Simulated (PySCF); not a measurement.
C$_{4}$H$_{7}$BO$_{2}$Si (SMILES OB(O)C1=CC=C[SiH2]1)

```xyz
15

O     2.3849    1.0075    0.4894
B     1.5807    0.0694   -0.1096
O     2.1332   -0.8276   -0.9030
C     0.0436    0.0734    0.0495
C    -0.7731    1.0817    0.3616
C    -2.2022    0.9784    0.3454
C    -2.6261   -0.2482    0.0474
Si   -1.1508   -1.4097   -0.2477
H     1.9034    1.7172    0.9366
H     3.0985   -0.7550   -1.0725
H    -0.3822    2.0615    0.4732
H    -2.8686    1.7825    0.5605
H    -3.6382   -0.5520   -0.0728
H    -1.2208   -2.2793    0.8800
H    -1.0590   -2.1037   -1.5401
```

Geometry: GFN2-xTB, MD frame at 250 fs, 300 K.

Method: PBE0/pcSseg-1, SCF density, gas phase, non-relativistic in PySCF 2.14.0.

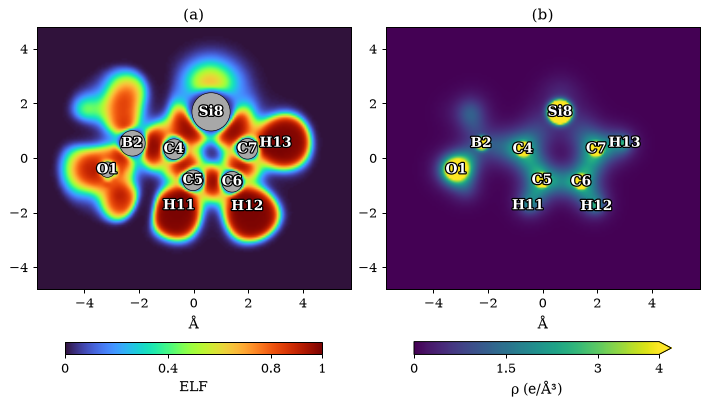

Figure 1. (a) electron localisation function; (b) total electron density on the plane of atoms C5, C6 and H12. Grey discs cover the atomic cores in the ELF map.

Read the bonding off the picture.

Answer.
- Atoms in the plane: O, B, C, Si and H.
- C–C (1.33 Å): the density is about 2.3 e/Å³ at the midpoint; the ELF peaks at about 0.95 between the atoms: a multiple bond.
- C–B (1.55 Å): ρ at the midpoint is about 1.5 e/Å³; the ELF peaks at about 1 between the atoms: a covalent bond.
- C–Si (1.90 Å): ρ is about 0.91 e/Å³ halfway; the ELF peaks at about 0.95 between the atoms (a shared electron pair).
- B–O (1.37 Å): the density is about 2.1 e/Å³ at the midpoint; the ELF peaks at about 0.90 between the atoms (a polar covalent bond).
- C–C (1.43 Å): ρ at the midpoint is about 1.9 e/Å³; the ELF peaks at about 0.95 between the atoms; localised, covalent bonding.
- The ELF also peaks beside O1, away from the bonds: lone-pair regions.

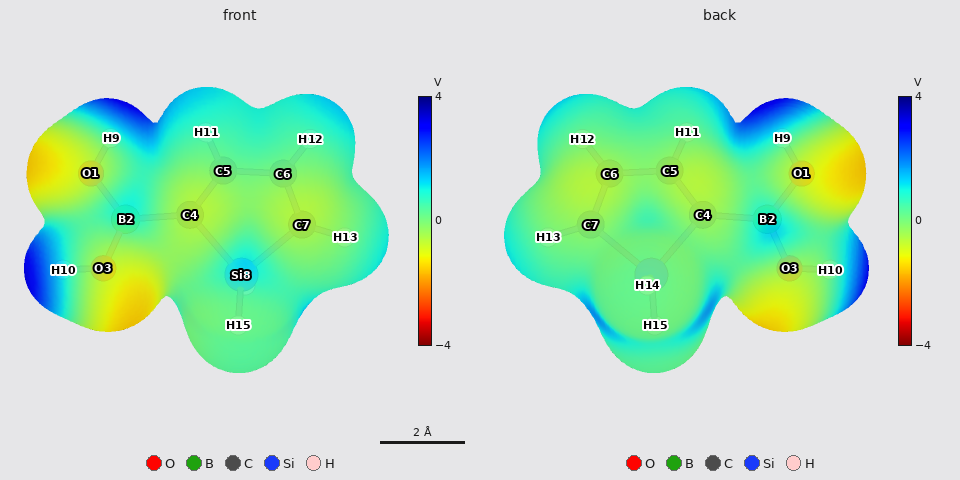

Figure 2. The molecular electrostatic potential painted on the density surface at 0.004 e/bohr³, seen from the front and from behind; the colour scale runs from red (negative) to blue (positive).

Describe the electrostatic potential map.

Answer. The most negative region (about −1.5 V) lies over O1 and O3, the most positive (about +3.1 V) over H9 and H10.

How polar is the molecule by this calculation?

Answer. Its dipole moment is 1.03 D.
